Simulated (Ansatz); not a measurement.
**CH4O + HS radical: a complex and its separated parts**

Aim: how far the complex at one end of a reaction step lies below its separated, relaxed parts, level by level.

Program: Ansatz 0.2.0, Gaussian basis. Level of theory: PBE0-D4/def2-TZVP structures, single points in def2-TZVPP, no counterpoise correction. These are calculated values, not measurements.

Levels: SPW92, PBE-D4, BLYP-D4, r2SCAN-D4, B97M-V, PBE0-D4, B3LYP-D4, r2SCAN0-D4, BHLYP-D4, CAM-B3LYP-D4, wB97X-V, wB97M-V, B2PLYP, PBE-QIDH, RPA on PBE, Hartree-Fock, MP2, CCSD, CCSD(T).

Correlated methods freeze the cores. Orbitals are unrestricted. B3LYP uses VWN-RPA correlation. B2PLYP carries no dispersion term here.

20 further runs of the same task are left out: 20 set aside as unsound or not needed.

### Step 1. Starting geometry

The complex: 8 atoms, charge 0, spin multiplicity 2.

Atoms are counted from 1 here; the program's logs count them from 0.

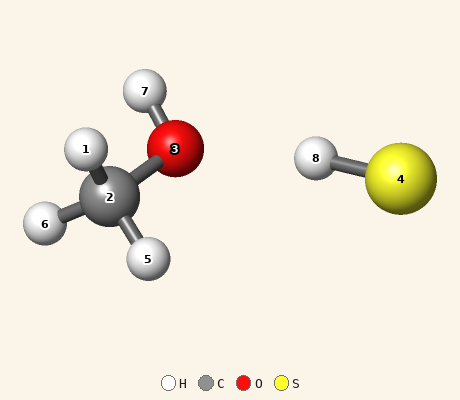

The starting geometry (hydrogen white, carbon grey, oxygen red, sulfur yellow); atoms are numbered from 1 in the order of the file.

As a file:

```xyz
8

H    -1.3511    0.8814    0.1820
C    -0.8027    0.2496   -0.5255
O     0.5976    0.4045   -0.4032
S     1.5706   -1.7268    2.0505
H    -1.0267   -0.7928   -0.2984
H    -1.1488    0.4664   -1.5420
H     0.8256    1.3253   -0.5471
H     1.3355   -0.8075    1.0835
```

Its parts: CH4O holds atoms 1, 2, 3, 5, 6, 7; HS radical holds atoms 4, 8. Each part counts its atoms afresh in its own runs.

### Step 2. Relaxing CH4O alone

Contents of relax-a/in.yaml:

```yaml
crystal:
  periodic: [false, false, false]
  atoms:
    - {symbol: H, position_ang: [-1.351146, 0.881400, 0.182036]}
    - {symbol: C, position_ang: [-0.802682, 0.249557, -0.525458]}
    - {symbol: O, position_ang: [0.597605, 0.404467, -0.403244]}
    - {symbol: H, position_ang: [-1.026729, -0.792757, -0.298366]}
    - {symbol: H, position_ang: [-1.148787, 0.466412, -1.542027]}
    - {symbol: H, position_ang: [0.825616, 1.325282, -0.547104]}
basis:
  gaussian: {orbitals: def2-TZVP}
hamiltonian: {xc: pbe0, dispersion: d4}
relax: {f_tol: 0.005, max_steps: 200}
```

The command line of these runs was not kept.

Output, shortened:

```text
Functional definition: PBE0
  name "PBE0"
  cite "Adamo & Barone, J. Chem. Phys. 110, 6158 (1999) doi:10.1063/1.478522"
  cite "Perdew, Burke & Ernzerhof, Phys. Rev. Lett. 77, 3865 (1996) doi:10.1103/PhysRevLett.77.3865"
  parent pbe
[...]
507 factors; their error is unknown
[...]
mean field -3146.64870513 eV, -115.6372070385 hartree, gradient 2.0e-5 eV, S^2 0.000000; 0 other end points of the search recorded, 0 dependent functions left out
[...]
reference -3146.64872746 eV, -115.6372078591 hartree; 9, 9 occupied and 77, 77 virtual orbitals, 507 factors
relax step   1: F+E_penalty+E_count = -3146.68226146 eV  Δ(F+E_penalty+E_count) = +0.000e0 eV  max|allowed force component| = 2.598e-1 eV/Å  Δτ_max = 0.0000 Å  (22 SCF iters, accepted)
[...]
relax step   4: F+E_penalty+E_count = -3146.68379710 eV  Δ(F+E_penalty+E_count) = -7.874e-5 eV  max|allowed force component| = 6.894e-3 eV/Å  Δτ_max = 0.0093 Å  (28 SCF iters, accepted)
[...]
relax step   5: F+E_penalty+E_count = -3146.68379976 eV  Δ(F+E_penalty+E_count) = -2.660e-6 eV  max|allowed force component| = 9.521e-4 eV/Å  Δτ_max = 0.0015 Å  (29 SCF iters, accepted)
507 factors; their error is unknown
mean field -3146.65022638 eV, -115.6372629434 hartree, gradient 1.3e-5 eV, S^2 0.000000; 1 other end points of the search recorded, 0 dependent functions left out
[...]
reference -3146.65024877 eV, -115.6372637661 hartree; 9, 9 occupied and 77, 77 virtual orbitals, 507 factors
Total energy: -3146.68382215 eV, -115.6384975649 hartree
Atom 0 at    -1.358166     0.876367     0.184674 Å, force    -0.000020     0.000041     0.000093 eV/Å
Atom 1 at    -0.796911     0.251758    -0.521434 Å, force    -0.000080    -0.000068     0.000019 eV/Å
Atom 2 at     0.596875     0.405549    -0.384031 Å, force     0.000392     0.000931    -0.000038 eV/Å
Atom 3 at    -1.026150    -0.792285    -0.305871 Å, force    -0.000023    -0.000026    -0.000051 eV/Å
Atom 4 at    -1.143865     0.473569    -1.538373 Å, force     0.000085     0.000073    -0.000048 eV/Å
Atom 5 at     0.822093     1.319404    -0.569129 Å, force    -0.000353    -0.000952     0.000025 eV/Å
Dipole moment:    -0.206906     0.266258    -0.087788 e Å
```

Run time: 2.4 s. Hardware: 4 threads, shared host; peak memory 0.12 GiB.

Along the way:

```
step  energy from step 1 (eV)  largest force component (eV/Å)
   1                   0.0000                          0.2598
   2                  -0.0011                          0.1336
   3                  -0.0015                          0.0171
   4                  -0.0015                          0.0069
   5                  -0.0015                          0.0010
```

Close pairs (by a distance rule), those that changed most:

```
 bond  before (Å)  after (Å)  change (Å)
C2–O3       1.414      1.409      -0.005
C2–H5       1.096      1.097      +0.002
H1–C2       1.096      1.097      +0.001
C2–H4       1.090      1.090      +0.000
O3–H6       0.959      0.959      -0.000
```

### Step 3. Relaxing HS radical alone

Contents of relax-b/in.yaml:

```yaml
crystal:
  periodic: [false, false, false]
  atoms:
    - {symbol: S, position_ang: [1.570553, -1.726757, 2.050546]}
    - {symbol: H, position_ang: [1.335470, -0.807503, 1.083515]}
basis:
  gaussian: {orbitals: def2-TZVP}
magnetization: {spin_polarized: true, initial_magnetization: 1}
hamiltonian: {xc: pbe0, dispersion: d4}
relax: {f_tol: 0.005, max_steps: 200}
```

Output, shortened:

```text
[... 5 set-up lines as earlier in the session ...]
[...]
315 factors; their error is unknown
[...]
mean field -10846.78922323 eV, -398.6121517358 hartree, gradient 3.4e-5 eV, S^2 0.755376; 0 other end points of the search recorded, 0 dependent functions left out
[...]
reference -10846.78923950 eV, -398.6121523337 hartree; 9, 8 occupied and 34, 35 virtual orbitals, 315 factors
relax step   1: F+E_penalty+E_count = -10846.79427844 eV  Δ(F+E_penalty+E_count) = +0.000e0 eV  max|allowed force component| = 1.651e-1 eV/Å  Δτ_max = 0.0000 Å  (26 SCF iters, accepted)
[...]
relax step   2: F+E_penalty+E_count = -10846.79517794 eV  Δ(F+E_penalty+E_count) = -8.995e-4 eV  max|allowed force component| = 6.308e-2 eV/Å  Δτ_max = 0.0028 Å  (30 SCF iters, accepted)
[...]
relax step   3: F+E_penalty+E_count = -10846.79532822 eV  Δ(F+E_penalty+E_count) = -1.503e-4 eV  max|allowed force component| = 7.812e-4 eV/Å  Δτ_max = 0.0017 Å  (23 SCF iters, accepted)
315 factors; their error is unknown
[...]
mean field -10846.79027836 eV, -398.6121905112 hartree, gradient 1.0e-5 eV, S^2 0.755371; 1 other end points of the search recorded, 0 dependent functions left out
[...]
reference -10846.79029462 eV, -398.6121911087 hartree; 9, 8 occupied and 34, 35 virtual orbitals, 315 factors
Total energy: -10846.79534448 eV, -398.6123766876 hartree
Atom 0 at     1.569768    -1.723687     2.047317 Å, force     0.000190    -0.000743     0.000781 eV/Å
Atom 1 at     1.336255    -0.810573     1.086744 Å, force    -0.000190     0.000743    -0.000781 eV/Å
Dipole moment:    -0.032462     0.126937    -0.133535 e Å
```

It took 0.8 s on 4 threads, shared host.

Relaxation path:

```
step  energy from step 1 (eV)  largest force component (eV/Å)
   1                   0.0000                          0.1651
   2                  -0.0009                          0.0631
   3                  -0.0010                          0.0008
```

The bond:

```
 bond  before (Å)  after (Å)  change (Å)
S1–H2       1.355      1.346      -0.009
```

### Step 4. wB97M-V/def2-TZVPP

Contents of parta/in.yaml:

```yaml
crystal:
  periodic: [false, false, false]
  atoms:
    - {symbol: H, position_ang: [-1.358166, 0.876367, 0.184674]}
    - {symbol: C, position_ang: [-0.796911, 0.251758, -0.521434]}
    - {symbol: O, position_ang: [0.596875, 0.405549, -0.384031]}
    - {symbol: H, position_ang: [-1.026150, -0.792285, -0.305871]}
    - {symbol: H, position_ang: [-1.143865, 0.473569, -1.538373]}
    - {symbol: H, position_ang: [0.822093, 1.319404, -0.569129]}
basis:
  gaussian: {orbitals: def2-TZVPP}
hamiltonian: {xc: {name: wB97M-V}}
```

Contents of partb/in.yaml:

```yaml
crystal:
  periodic: [false, false, false]
  atoms:
    - {symbol: S, position_ang: [1.569768, -1.723687, 2.047317]}
    - {symbol: H, position_ang: [1.336255, -0.810573, 1.086744]}
basis:
  gaussian: {orbitals: def2-TZVPP}
magnetization: {spin_polarized: true, initial_magnetization: 1}
hamiltonian: {xc: {name: wB97M-V}}
```

Log of parta, shortened:

```text
Functional definition: wB97M-V
  name "wB97M-V"
  cite "Mardirossian & Head-Gordon, J. Chem. Phys. 144, 214110 (2016) doi:10.1063/1.4952647"
  cite "Becke, J. Chem. Phys. 107, 8554 (1997) doi:10.1063/1.475007"
  cite "Vydrov & Van Voorhis, J. Chem. Phys. 133, 244103 (2010) doi:10.1063/1.3521275"
  # Of w^i u^j: cxij and so on, Table III.
[...]
  gx(w, u) = 1 - cx + cx01*u + cx10*w
  gss(w, u) = css00 + css04*u^4 + css10*w + css20*w^2 + css43*w^4*u^3
  gos(w, u) = cos00 + cos10*w + (cos20 + cos21*u)*w^2 + (cos60 + cos61*u)*w^6
[...]
      + integral(e_c_pw_mod_opposite_spin*gos(b97_w_opposite, b97_u_opposite)) + vv10(b, c)
567 factors; their error is unknown
150 factors; integrals over basis functions are off by at most 1.1e-5 eV
[...]
mean field -3148.83978066 eV, -115.7177275791 hartree, gradient 3.0e-5 eV, S^2 0.000000; 0 other end points of the search recorded, 0 dependent functions left out
reference -3148.83981425 eV, -115.7177288136 hartree; 9, 9 occupied and 109, 109 virtual orbitals, 567 factors
Total energy: -3148.83981425 eV, -115.7177288136 hartree
```

Log of partb, shortened:

```text
[... 5 set-up lines as earlier in the session ...]
  # Of w^i u^j: cxij and so on, Table III.
[...]
  gx(w, u) = 1 - cx + cx01*u + cx10*w
  gss(w, u) = css00 + css04*u^4 + css10*w + css20*w^2 + css43*w^4*u^3
  gos(w, u) = cos00 + cos10*w + (cos20 + cos21*u)*w^2 + (cos60 + cos61*u)*w^6
[...]
      + integral(e_c_pw_mod_opposite_spin*gos(b97_w_opposite, b97_u_opposite)) + vv10(b, c)
350 factors; their error is unknown
66 factors; integrals over basis functions are off by at most 5.8e-5 eV
[...]
mean field -10849.89675968 eV, -398.7263515941 hartree, gradient 3.9e-5 eV, S^2 0.752508; 0 other end points of the search recorded, 0 dependent functions left out
reference -10849.89678496 eV, -398.7263525230 hartree; 9, 8 occupied and 47, 48 virtual orbitals, 350 factors
Total energy: -10849.89678496 eV, -398.7263525230 hartree
```

Times: 1.4 s (parta), 0.6 s (partb) on 4 threads, shared host; peak memory 0.19 GiB.

### Step 5. CCSD(T)/def2-TZVPP

Edit parta/in.yaml of step 4 so:

```diff
@@ -11,2 +11,2 @@
   gaussian: {orbitals: def2-TZVPP}
-hamiltonian: {xc: {name: wB97M-V}}
+correlation: {method: ccsd_t}
```

Edit partb/in.yaml of step 4 so:

```diff
@@ -8,2 +8,3 @@
 magnetization: {spin_polarized: true, initial_magnetization: 1}
-hamiltonian: {xc: {name: wB97M-V}}
+correlation: {method: ccsd_t}
+scf: {omitted_lower_state_checks: [cluster_reference]}
```

parta printed, shortened:

```text
Functional definition: HF
  name "HF"
  cite "Fock, Z. Phys. 61, 126 (1930) doi:10.1007/BF01340294"
[... 1 set-up line as earlier in the session ...]
[...]
698 factors; integrals over basis functions are off by at most 9.9e-4 eV
[...]
mean field -3131.89479104 eV, -115.0950106960 hartree, gradient 1.1e-6 eV, S^2 0.000000; 0 other end points of the search recorded, 0 dependent functions left out
2 core orbitals not correlated: weight in the atoms' cores, before any rotation towards them, 1.000 or more for the frozen orbitals, at most 0.000 for the correlated occupied ones
reference -3131.89479104 eV, -115.0950106960 hartree; 7, 7 occupied and 109, 109 virtual orbitals, 698 factors
second order -11.61485268 eV of doubles, -0.00000000 eV of singles
cycle   1  -11.82314131 eV  change   -2.1e-1 eV  update   6.1e-2
[...]
cycle   9  -12.12886173 eV  change   -9.3e-7 eV  update   5.9e-6
perturbative correction -0.39731792 eV, -0.0146011644 hartree
Total energy: -3144.42097069 eV, -115.5553393077 hartree
```

partb printed, shortened:

```text
[... 4 set-up lines as earlier in the session ...]
[...]
313 factors; integrals over basis functions are off by at most 1.3e-3 eV
[...]
mean field -10832.81801576 eV, -398.0987193312 hartree, gradient 2.6e-6 eV, S^2 0.763752; 2 other end points of the search recorded, 0 dependent functions left out
5 core orbitals not correlated: weight in the atoms' cores, before any rotation towards them, 1.000 or more for the frozen orbitals, at most 0.000 for the correlated occupied ones
reference -10832.81801576 eV, -398.0987193312 hartree; 4, 3 occupied and 47, 48 virtual orbitals, 313 factors
second order -4.12504166 eV of doubles, -0.00000000 eV of singles
cycle   1  -4.62878039 eV  change   -5.0e-1 eV  update   4.8e-2
[...]
cycle   9  -4.80859772 eV  change    1.8e-6 eV  update   3.8e-6
perturbative correction -0.16984966 eV, -0.0062418600 hartree
Total energy: -10837.79646314 eV, -398.2816738982 hartree
Checks for a lower state left out: cluster_reference
```

They took 2.2 s (parta), 0.45 s (partb) on 4 threads, shared host; peak memory 0.51 GiB.

### Step 6. Vibrations of CH4O

Contents of vib-parta/in.yaml:

```yaml
crystal:
  periodic: [false, false, false]
  atoms:
    - {symbol: H, position_ang: [-1.358166, 0.876367, 0.184674]}
    - {symbol: C, position_ang: [-0.796911, 0.251758, -0.521434]}
    - {symbol: O, position_ang: [0.596875, 0.405549, -0.384031]}
    - {symbol: H, position_ang: [-1.026150, -0.792285, -0.305871]}
    - {symbol: H, position_ang: [-1.143865, 0.473569, -1.538373]}
    - {symbol: H, position_ang: [0.822093, 1.319404, -0.569129]}
basis:
  gaussian: {orbitals: def2-TZVP}
hamiltonian: {xc: pbe0, dispersion: d4}
phonons: {temperatures: {t_min: 298.15, t_max: 900, t_step: 200}}
```

Output, shortened:

```text
[... 5 set-up lines as earlier in the session ...]
[...]
507 factors; their error is unknown
[...]
mean field -3146.65022640 eV, -115.6372629441 hartree, gradient 1.8e-5 eV, S^2 0.000000; 0 other end points of the search recorded, 0 dependent functions left out
[...]
reference -3146.65024880 eV, -115.6372637673 hartree; 9, 9 occupied and 77, 77 virtual orbitals, 507 factors
[... from here to the last solve, the lines of the solves are left out (35 solves) ...]
507 factors; their error is unknown
mean field -3146.65021834 eV, -115.6372626479 hartree, gradient 9.5e-7 eV, S^2 0.000000; 0 other end points of the search recorded, 0 dependent functions left out
[...]
reference -3146.65024075 eV, -115.6372634713 hartree; 9, 9 occupied and 77, 77 virtual orbitals, 507 factors
Total energy: -3146.68382218 eV, -115.6384975662 hartree
Atom 0 at    -1.358166     0.876367     0.184674 Å, force    -0.000023     0.000055     0.000100 eV/Å
Atom 1 at    -0.796911     0.251758    -0.521434 Å, force    -0.000078    -0.000081     0.000003 eV/Å
Atom 2 at     0.596875     0.405549    -0.384031 Å, force     0.000414     0.000959    -0.000054 eV/Å
Atom 3 at    -1.026150    -0.792285    -0.305871 Å, force    -0.000027    -0.000027    -0.000045 eV/Å
Atom 4 at    -1.143865     0.473569    -1.538373 Å, force     0.000080     0.000071    -0.000050 eV/Å
Atom 5 at     0.822093     1.319404    -0.569129 Å, force    -0.000366    -0.000977     0.000046 eV/Å
Dipole moment:    -0.206906     0.266259    -0.087788 e Å
Vibrations: 307.50 1064.27 1107.63 1173.60 1374.03 1477.02 1489.95 1505.49 3005.22 3057.46 3131.48 3878.85 cm⁻¹, zero-point energy 1.399317 eV
```

It took 10 s on 4 threads, shared host; peak memory 0.12 GiB.

The modes, with what each moves most:

```
mode  wavenumber (cm⁻¹)    character
   1                308      torsion
   2               1064         bend
   3               1108  C–O stretch
   4               1174         bend
   5               1374         bend
   6               1477         bend
   7               1490         bend
   8               1505         bend
   9               3005  C–H stretch
  10               3057  C–H stretch
  11               3131  C–H stretch
  12               3879  O–H stretch
```

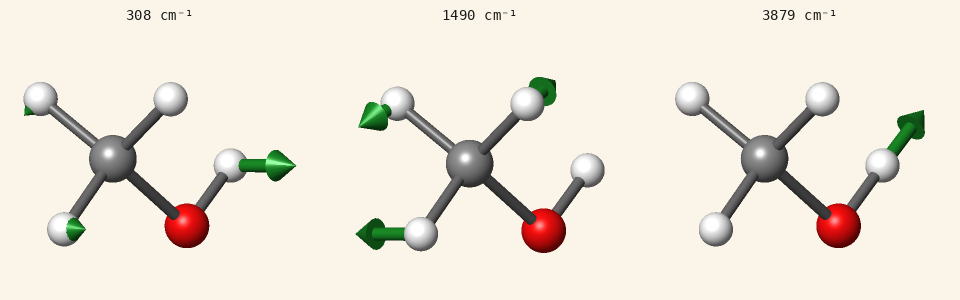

Displacements of 3 modes, as arrows.

Vibrational sums (real modes only):

```
T (K)  entropy (J/mol/K)  heat capacity (J/mol/K)
  298                6.7                     11.8
  498               16.6                     28.3
  698               28.6                     42.8
  898               40.7                     54.0
```

### Step 7. Vibrations of HS radical

Contents of vib-partb/in.yaml:

```yaml
crystal:
  periodic: [false, false, false]
  atoms:
    - {symbol: S, position_ang: [1.569768, -1.723687, 2.047317]}
    - {symbol: H, position_ang: [1.336255, -0.810573, 1.086744]}
basis:
  gaussian: {orbitals: def2-TZVP}
magnetization: {spin_polarized: true, initial_magnetization: 1}
hamiltonian: {xc: pbe0, dispersion: d4}
phonons: {temperatures: {t_min: 298.15, t_max: 900, t_step: 200}}
```

Output, shortened:

```text
[... 5 set-up lines as earlier in the session ...]
[...]
315 factors; their error is unknown
[...]
mean field -10846.79027836 eV, -398.6121905112 hartree, gradient 3.4e-5 eV, S^2 0.755372; 0 other end points of the search recorded, 0 dependent functions left out
[...]
reference -10846.79029462 eV, -398.6121911087 hartree; 9, 8 occupied and 34, 35 virtual orbitals, 315 factors
[...]
315 factors; their error is unknown
mean field -10846.79027836 eV, -398.6121905112 hartree, gradient 7.7e-7 eV, S^2 0.755371; 0 other end points of the search recorded, 0 dependent functions left out
[...]
reference -10846.79029462 eV, -398.6121911087 hartree; 9, 8 occupied and 34, 35 virtual orbitals, 315 factors
[...]
315 factors; their error is unknown
[...]
mean field -10846.79019463 eV, -398.6121874343 hartree, gradient 1.5e-6 eV, S^2 0.755370; 0 other end points of the search recorded, 0 dependent functions left out
[...]
reference -10846.79021089 eV, -398.6121880317 hartree; 9, 8 occupied and 34, 35 virtual orbitals, 315 factors
[...]
315 factors; their error is unknown
mean field -10846.79019779 eV, -398.6121875503 hartree, gradient 2.4e-6 eV, S^2 0.755373; 0 other end points of the search recorded, 0 dependent functions left out
[...]
reference -10846.79021405 eV, -398.6121881479 hartree; 9, 8 occupied and 34, 35 virtual orbitals, 315 factors
Total energy: -10846.79534448 eV, -398.6123766876 hartree
Atom 0 at     1.569768    -1.723687     2.047317 Å, force     0.000188    -0.000736     0.000774 eV/Å
Atom 1 at     1.336255    -0.810573     1.086744 Å, force    -0.000188     0.000736    -0.000774 eV/Å
Dipole moment:    -0.032462     0.126937    -0.133535 e Å
Vibrations: 2704.61 cm⁻¹, zero-point energy 0.167664 eV
```

It took 1.6 s on 4 threads, shared host.

The modes, with what each moves most:

```
mode  wavenumber (cm⁻¹)    character
   1               2705  S–H stretch
```

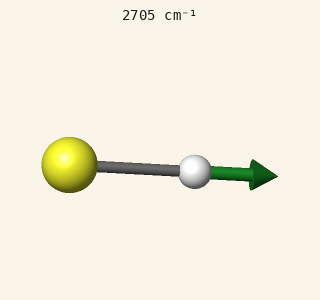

How the atoms move in 1 of the modes.

Vibrational sums (real modes only):

```
T (K)  entropy (J/mol/K)  heat capacity (J/mol/K)
  298                0.0                      0.0
  498                0.0                      0.2
  698                0.2                      1.0
  898                0.6                      2.1
```

### Step 8. Complex less separated parts

The complex's own energies come from single points at the same levels. Levels not printed above were run the same way.

Rows are in def2-TZVPP; times add the 3 runs of a level on a shared host, so small differences are noise.

Differences are taken before rounding.

```
      method                    rung  complex less parts (eV)  from CCSD(T) (eV)   time
       SPW92                     LDA                   -0.288             -0.139  3.4 s
      PBE-D4                     GGA                   -0.195             -0.046  7.7 s
     BLYP-D4                     GGA                   -0.175             -0.026  7.7 s
   r2SCAN-D4                meta-GGA                   -0.168             -0.019   18 s
      B97M-V                meta-GGA                   -0.165             -0.016   31 s
     PBE0-D4                  hybrid                   -0.177             -0.028  6.7 s
    B3LYP-D4                  hybrid                   -0.171             -0.022  6.7 s
  r2SCAN0-D4                  hybrid                   -0.163             -0.015   13 s
    BHLYP-D4                  hybrid                   -0.167             -0.018  6.7 s
CAM-B3LYP-D4  range-separated hybrid                   -0.181             -0.032  7.4 s
     wB97X-V  range-separated hybrid                   -0.162             -0.013   17 s
     wB97M-V  range-separated hybrid                   -0.159             -0.010   21 s
      B2PLYP           double hybrid                   -0.138             +0.010   12 s
    PBE-QIDH           double hybrid                   -0.151             -0.002   11 s
  RPA on PBE                     RPA                   -0.107             +0.042   12 s
Hartree-Fock            wavefunction                   -0.050             +0.099       
         MP2            wavefunction                   -0.163             -0.014       
        CCSD            wavefunction                   -0.132             +0.017       
     CCSD(T)            wavefunction                   -0.149                  0   79 s
```

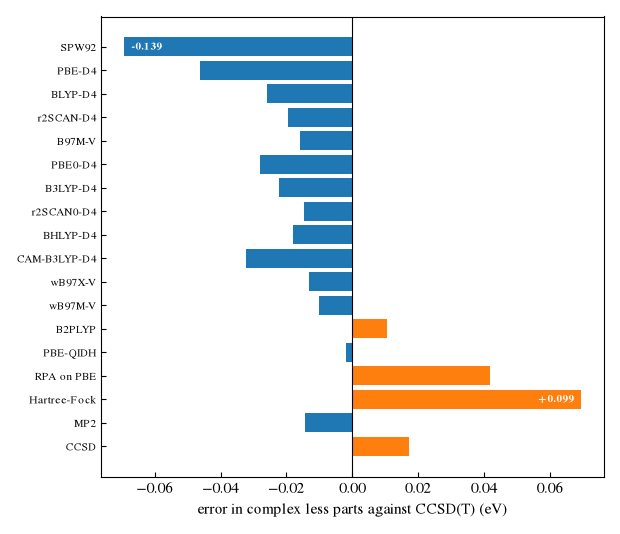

How far each level lands from CCSD(T). Bars with a number in them are cut short.

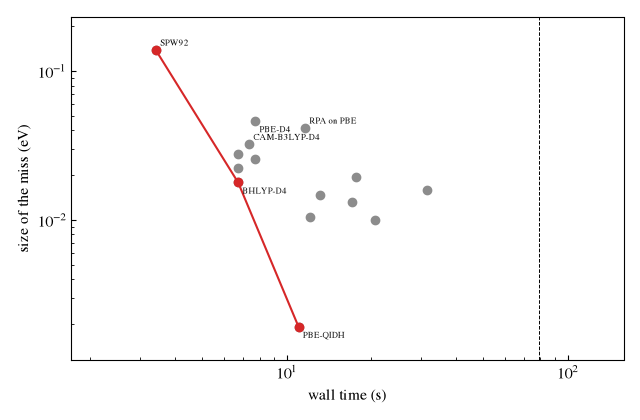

Miss against cost. Red marks the levels that no quicker level drawn beats (of those quicker than the yardstick), and the dashed line is the time of CCSD(T). Only those levels and the largest misses are named. Times are from a shared host.

PBE-QIDH reaches 0.002 eV from the reference in 11 s, where CCSD(T) took 79 s; the quickest level in the cost chart, SPW92, takes 3.4 s and misses by 0.139 eV.

The complex's zero-point energy, from a separate PBE0-D4 run, is 1.620 eV.

### Step 9. Results

| quantity | value |
| --- | --- |
| complex less parts, CCSD(T)/def2-TZVPP | -0.149 eV |
| with zero-point energy | -0.096 eV |
| largest T1 diagnostic | 0.012 |

At CCSD(T) the complex lies 0.149 eV below its parts. The functionals run from PBE-QIDH, off by -0.002 eV, to SPW92, off by -0.139 eV, against CCSD(T). By rung, the mean size of the error is: LDA 0.139, GGA 0.036, meta-GGA 0.018, hybrid 0.021, range-separated hybrid 0.019, double hybrid 0.006 eV. PBE-D4 gives a relative energy 0.046 eV too low, outside chemical accuracy (1 kcal/mol, 0.043 eV). No counterpoise was applied, and triple zeta lacks some correlation, so the CCSD(T) reference has a basis error of its own, and close matches with it are partly luck.
